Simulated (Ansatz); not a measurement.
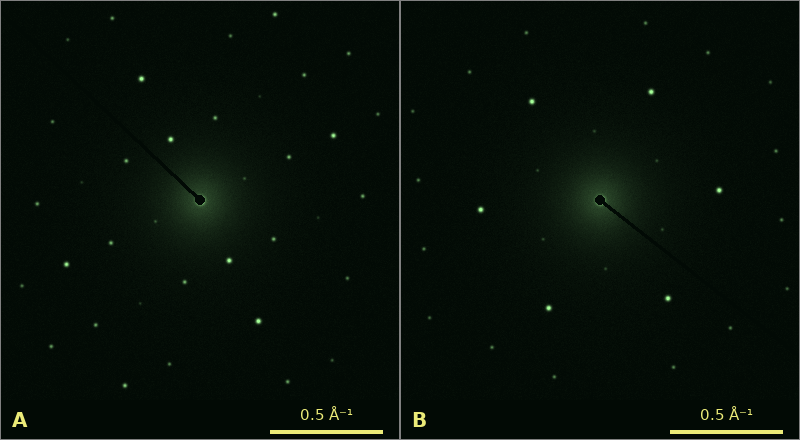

Kinematic electron diffraction patterns (300 kV, B = 0.5 Å², same scale, each along a low-index zone) of two structures of composition Mo3P2, each relaxed at zero pressure with DFT PBE, scalar-relativistic, plane waves, PAW (Ansatz).

The structures (standard cells):
1. R-3c (No. 167), a = 6.436 Å, c = 12.814 Å (hexagonal axes), 30 atoms; generated start, possibly hypothetical
2. P-62m (No. 189), a = 5.194 Å, c = 3.303 Å (hexagonal axes), 5 atoms; generated start, possibly hypothetical

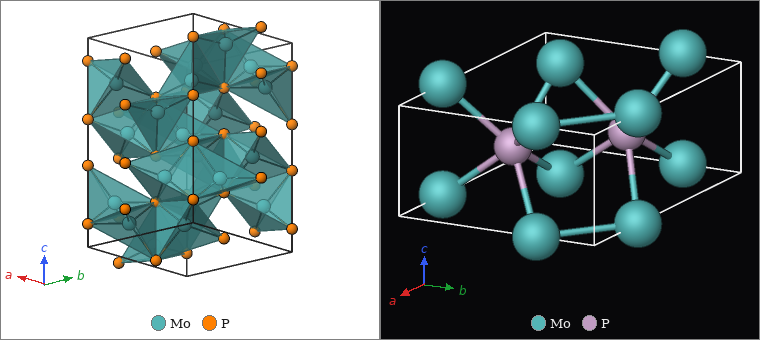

Drawings of the structures 1 to 2, from left to right (each may span several cells).

> Which pattern belongs to which structure, and along which zone?

A is structure 2 along [100] or an equivalent direction: rectangular net of 0 1 0 (weak) at d = 4.50 Å and 0 0 1 at d = 3.30 Å, 90.0° apart (some points of this net are extinct or too weak to see). B is structure 1 along [001]: hexagonal net of 2 -1 0 (weak) at d = 3.22 Å and 1 1 0 (weak) at d = 3.22 Å, 60.0° apart (some points of this net are extinct or too weak to see).

> Rank the structures by their computed energy.

Structure 2 (P-62m, 15.44 Å³ an atom) is the lowest of these; structure 1 (R-3c, 15.32 Å³ an atom) lies about 47 meV an atom higher. These are static energies at 0 K; other structures, not shown, may lie lower still.
